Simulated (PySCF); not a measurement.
# WOF₂: relaxation and vibrations of the triplet

Where does triplet WOF₂ go from a trigonal pyramidal start, is the end point a minimum, and what are its modes, charges and moments?

Program: PySCF 2.14.0. Level of theory: PBE0, basis W def2-TZVP with ECP60, O def2-TZVP, F def2-TZVP, scalar-relativistic core potentials, no spin–orbit coupling, density fitting. These are calculated values, not measurements.

### Step 1. Starting geometry

4 atoms, charge 0, spin multiplicity 3.

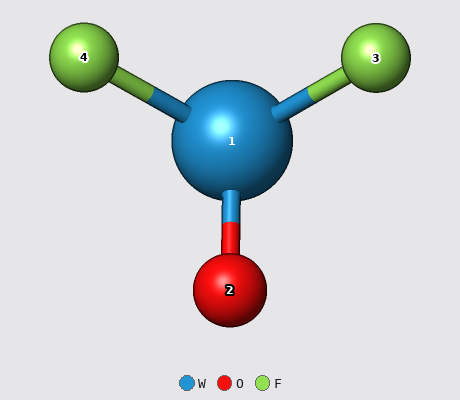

Start geometry, drawn with tungsten blue, oxygen red, fluorine green; atoms are numbered from 1 in the order of the file.

```xyz
4
charge 0 multiplicity 3
W    -0.2057    0.0410    0.0000
O     0.0000   -1.7170    0.0000
F     0.9960    0.5244   -1.5370
F     0.9960    0.5244    1.5370
```

### Step 2. First SCF at the start

One driver script runs all steps and calls PySCF; scf.py shows how it sets up the SCF of each step. The optimiser is the driver's own. After this first run the driver tries any further starts and a stability analysis.

File scf.py:

```python
from pyscf import gto, scf, dft
mol = gto.M(atom='''
W     -0.205730     0.040980    -0.000010
O      0.000000    -1.717010    -0.000000
F      0.995960     0.524390    -1.536950
F      0.996000     0.524410     1.537000''',
    basis={'W': 'def2-TZVP', 'O': 'def2-TZVP', 'F': 'def2-TZVP'},
    ecp={'W': 'def2-TZVP'},
    charge=0, spin=2)
mf = dft.UKS(mol, xc='PBE0')
mf.grids.atom_grid = (50, 194)
aux = {'W': 'def2-universal-JKFIT', 'O': 'def2-universal-JKFIT', 'F': 'def2-universal-JKFIT'}
mf = mf.density_fit(auxbasis=aux)
mf.conv_tol = 1e-08
mf.diis_space = 10
mf.max_cycle = 60
mf.init_guess = 'minao'
mf.verbose = 4
mf.kernel()
```

Started as:

```
$ OMP_NUM_THREADS=4 python axn.py task.json out
```

The log of the run:

```text
init E= -321.922955739574
[... the frontier-level lines of each cycle are left out ...]
cycle= 1 E= -341.265527606817  delta_E= -19.3  |g|= 1.22  |ddm|=  5.5
cycle= 2 E= -330.718871822114  delta_E= 10.5  |g|= 4.61  |ddm|= 3.53
cycle= 3 E= -341.857200180018  delta_E= -11.1  |g|= 0.276  |ddm|= 3.06
cycle= 4 E= -341.816609831972  delta_E= 0.0406  |g|= 0.42  |ddm|= 0.366
cycle= 5 E= -341.879196234264  delta_E= -0.0626  |g|= 0.112  |ddm|= 0.227
cycle= 6 E= -341.883123743538  delta_E= -0.00393  |g|= 0.0593  |ddm|= 0.0842
cycle= 7 E= -341.884680465004  delta_E= -0.00156  |g|= 0.0127  |ddm|= 0.0404
cycle= 8 E= -341.884864479507  delta_E= -0.000184  |g|= 0.00536  |ddm|= 0.0294
cycle= 9 E= -341.88493698214  delta_E= -7.25e-05  |g|= 0.00356  |ddm|= 0.0198
cycle= 10 E= -341.884970273455  delta_E= -3.33e-05  |g|= 0.00241  |ddm|= 0.0134
cycle= 11 E= -341.884998339248  delta_E= -2.81e-05  |g|= 0.000676  |ddm|= 0.0225
cycle= 12 E= -341.884999958552  delta_E= -1.62e-06  |g|= 0.000316  |ddm|= 0.00383
cycle= 13 E= -341.885000421935  delta_E= -4.63e-07  |g|= 0.000111  |ddm|= 0.00231
cycle= 14 E= -341.88500046364  delta_E= -4.17e-08  |g|= 5.75e-05  |ddm|= 0.000651
cycle= 15 E= -341.885000472197  delta_E= -8.56e-09  |g|= 2.8e-05  |ddm|= 0.000198
Extra cycle  E= -341.885000474038  delta_E= -1.84e-09  |g|= 3.29e-05  |ddm|= 8.34e-05
converged SCF energy = -341.885000474038  <S^2> = 2.0249392  2S+1 = 3.0165803
```

This step, with its further starts and checks, needed 19 s of wall time on 4 threads of Arm Neoverse V1, shared host.

Energies from each starting density:

```
                      start  energy (Eh)
    the minimal-basis guess  -341.885000
a thermally smeared density  -341.885000
      a smeared PBE density  -341.885000
```

No lower solution of this spin turned up from the other starts or in the test of internal stability.

### Step 3. Trigonal pyramidal start, triplet: relaxation

The program finds Cs symmetry in the start, which this walk keeps. The walk stops when the largest gradient is under 0.0003 Eh/bohr and the energy has settled too.

Edit scf.py of step 2 so:

```diff
@@ -3,4 +3,4 @@
-W     -0.205730     0.040980    -0.000010
-O      0.000000    -1.717010    -0.000000
-F      0.995960     0.524390    -1.536950
-F      0.996000     0.524410     1.537000''',
+W     -0.205729     0.040978     0.000000
+O      0.000001    -1.717012     0.000001
+F      0.995980     0.524397    -1.536976
+F      0.995981     0.524400     1.536974''',
@@ -17 +16,0 @@
-mf.init_guess = 'minao'
```

Steps of the walk:

```
step  energy (Eh)  change (kJ/mol)  largest symmetric gradient (Eh/bohr)
   0  -341.885000             0.00                               0.13720
   1  -341.940612          -146.01                               0.05790
   2  -341.956497          -187.71                               0.06922
   3  -341.964181          -207.89                               0.02646
   4  -341.967026          -215.36                               0.01074
   5  -341.968048          -218.04                               0.00392
   6  -341.968218          -218.49                               0.00327
   7  -341.968245          -218.56                               0.00056
   8  -341.968248          -218.57                               0.00013
```

The walk took 30 s.

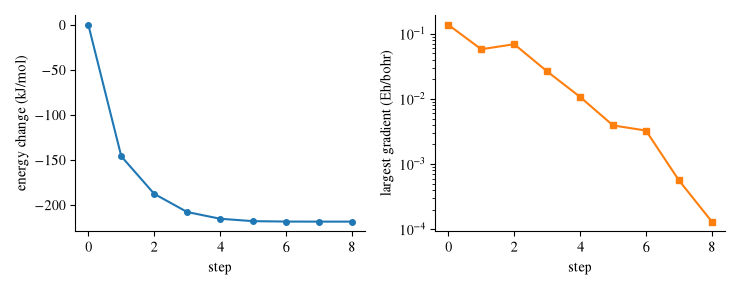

Energy and largest gradient along the walk.

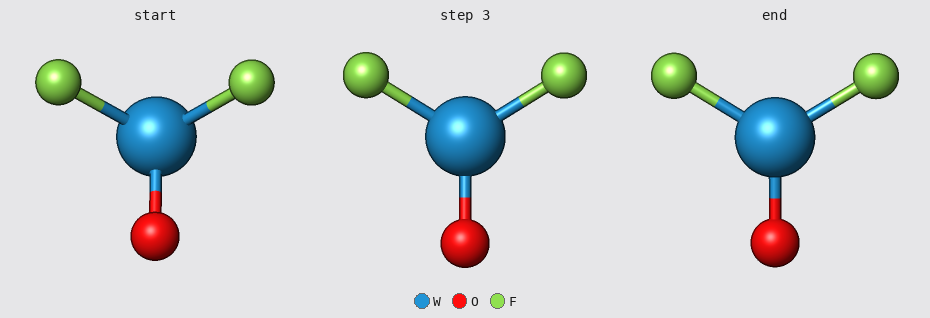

Start and end of the relaxation, with a step between.

After 8 steps and 218.6 kJ/mol it ends at C2v: W–F 1.881 Å (×2), W–O 1.682 Å; F–W–F 117.3°, F–W–O 121.4° (×2).

### Step 4. Frequencies

On the finer grid the gradient is checked again; gradients at displacements of ±0.02 bohr then give force constants and infrared intensities.

Edit scf.py of step 3 so:

```diff
@@ -3,4 +3,4 @@
-W     -0.205729     0.040978     0.000000
-O      0.000001    -1.717012     0.000001
-F      0.995980     0.524397    -1.536976
-F      0.995981     0.524400     1.536974''',
+W     -0.017925    -0.039108     0.000000
+O     -0.718871    -1.568407     0.000002
+F      0.389736     0.850312    -1.606287
+F      0.389737     0.850315     1.606285''',
@@ -11 +11 @@
-mf.grids.atom_grid = (50, 194)
+mf.grids.atom_grid = (75, 302)
@@ -14 +14 @@
-mf.conv_tol = 1e-08
+mf.conv_tol = 1e-10
```

The driver hands on the density of the step before, so the log starts near convergence.

Log of the central SCF (cycles and frontier levels):

```text
init E= -341.968173305164
[... the frontier-level lines of each cycle are left out ...]
cycle= 1 E= -341.968173305015  delta_E= 1.5e-10  |g|= 2.12e-05  |ddm|= 1.42e-05
cycle= 2 E= -341.968173303763  delta_E= 1.25e-09  |g|= 6.18e-05  |ddm|= 3.94e-05
cycle= 3 E= -341.968173305179  delta_E= -1.42e-09  |g|= 4.01e-06  |ddm|= 2.92e-05
cycle= 4 E= -341.968173305179  delta_E= -6.82e-13  |g|= 2.2e-07  |ddm|= 1.86e-06
Extra cycle  E= -341.968173305183  delta_E= -3.3e-12  |g|= 3.12e-07  |ddm|= 2.65e-07
converged SCF energy = -341.968173305183  <S^2> = 2.0166575  2S+1 = 3.0110845
```

The whole step took 61 s.

Geometry: C2v; W–F 1.881 Å (×2), W–O 1.682 Å; F–W–F 117.3°, F–W–O 121.3° (×2).

Harmonic modes (main isotopes):

```json
{"symmetry": "b1", "ω (cm⁻¹)": "143", "IR (km/mol)": "14.4", "μ (u)": "21.95", "type": "bend"}
{"symmetry": "a1", "ω (cm⁻¹)": "165", "IR (km/mol)": "5.5", "μ (u)": "20.69", "type": "bend"}
{"symmetry": "b2", "ω (cm⁻¹)": "186", "IR (km/mol)": "15.3", "μ (u)": "18.13", "type": "bend"}
{"symmetry": "b2", "ω (cm⁻¹)": "657", "IR (km/mol)": "175", "μ (u)": "21.70", "type": "stretch"}
{"symmetry": "a1", "ω (cm⁻¹)": "677", "IR (km/mol)": "79.0", "μ (u)": "20.00", "type": "stretch"}
{"symmetry": "a1", "ω (cm⁻¹)": "1065", "IR (km/mol)": "134", "μ (u)": "17.22", "type": "stretch"}
```

μ is the mass of the mode for normalised Cartesian displacements, not the reduced mass of the usual diatomic formula.

All wavenumbers are real: a minimum.

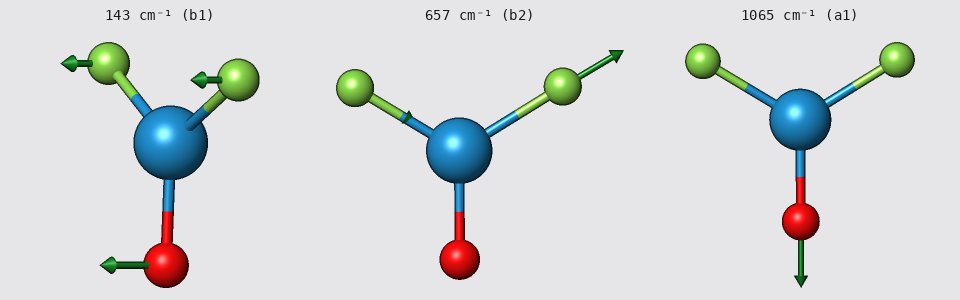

How the atoms move in 3 of the modes.

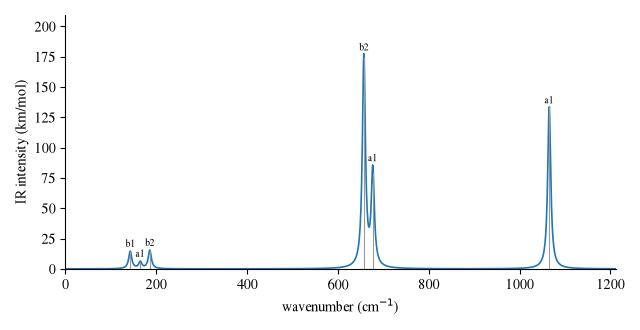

The harmonic infrared spectrum (widths in cm⁻¹). Lines are broadened to a width of 8 cm⁻¹ (Lorentzian).

Constants and moments:

- Dipole moment: 0.59 D
- Highest occupied level: -6.92 eV
- Lowest empty level: -3.46 eV
- Rotational constants: 0.2076, 0.172, 0.09405 cm⁻¹
- Zero-point energy: 17.3 kJ/mol
- Principal polarisabilities: 35.3, 35.7, 40.6 bohr³
- Atomisation energy without zero-point energy: 1804 kJ/mol
- Principal traceless quadrupole moments about the centre of mass: -4.13, -3.84, 7.97 D Å
- Entropy at 298.15 K and 1 bar (electronic part: spin only): 322.6 J/(mol K)
- Heat capacity Cp at 298.15 K: 65.7 J/(mol K)
- Enthalpy at 298.15 K above 0 K: 15.53 kJ/mol
- Rotational symmetry number: 2
- Spin squared ⟨S²⟩: 2.017

Charges (e) and bond orders:

```
atom  Mulliken  Löwdin  polar tensor  spin (Mulliken)  Mayer order to W1
  W1      1.29    0.81          2.01             2.12                  –
  O2     -0.46   -0.27         -0.72            -0.15               2.19
F3,4     -0.42   -0.27         -0.64             0.02               0.92
```

Mulliken populations on W1 (outside its core potential): s 2.54, p 6.27, d 3.76, f 0.14.

### Step 5. What came out

```
                                          quantity                                                           value
                                           minimum                                                    triplet, C2v
                                          geometry  W–F 1.881 Å (×2), W–O 1.682 Å; F–W–F 117.3°, F–W–O 121.3° (×2)
                                wavenumbers (cm⁻¹)     143 (b1), 165 (a1), 186 (b2), 657 (b2), 677 (a1), 1065 (a1)
                                     dipole moment                                                          0.59 D
highest occupied, lowest empty level (either spin)                                                 -6.92, -3.46 eV
                         polar-tensor charge of W1                                                         +2.01 e
                                 zero-point energy                                                     17.3 kJ/mol
                               entropy at 298.15 K                                                 322.6 J/(mol K)
         atomisation energy (no zero-point energy)                                                     1804 kJ/mol
                                              ⟨S²⟩                                                           2.017
```

The trigonal pyramidal start (Cs) ends in a minimum of C2v symmetry. The strongest infrared band lies at 657 cm⁻¹ (b2, stretch). Most of the spin sits on W1 (Mulliken spin 2.12, against 2 for the whole molecule). Other starts or spin states, not run here, may lie lower. One determinant may miss the lowest occupation of an open d or f shell. Spin–orbit coupling, left out here, can matter for elements this heavy.

The search up to here took 1.8 min.
